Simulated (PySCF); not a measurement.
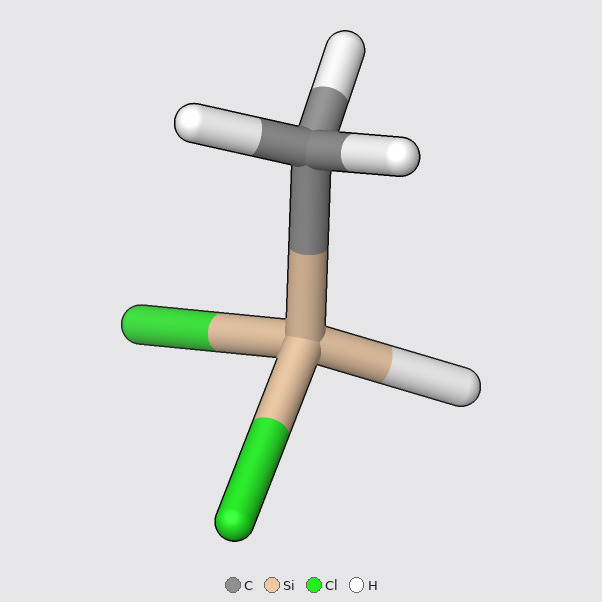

The computed structure is the end point of a PBE0-D3(BJ)/def2-SVP optimisation. No frequency run is at hand to confirm it as a minimum.

Give the structural formula.

SMILES: C[SiH](Cl)Cl

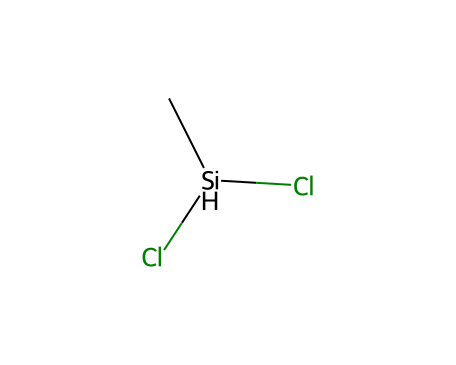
